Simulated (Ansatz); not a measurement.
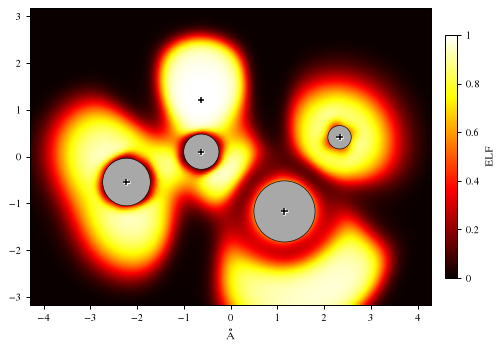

The ELF on a plane through atoms (crosses mark nuclei in the plane; grey discs cover the cores).

All numbers below come from isolated molecule in a Gaussian basis; Kohn-Sham density functional theory, functional PBE0 (Ansatz).

Candidates:
A. CH₆Ge₂
B. CHClFSn (doublet)
C. FH₃O₂Si₂

**Which system is this?**

Candidate B: CHClFSn on the molecular plane, which holds C, Cl, F, Sn and H. C–Cl (1.73 Å): the ELF peaks at about 0.85 between the atoms (a covalent bond). Sn–F (1.97 Å): the ELF peaks at about 0.80 in the valence shell of F, 0.5 Å from its nucleus, and drops to about 0.15 between the two atoms.
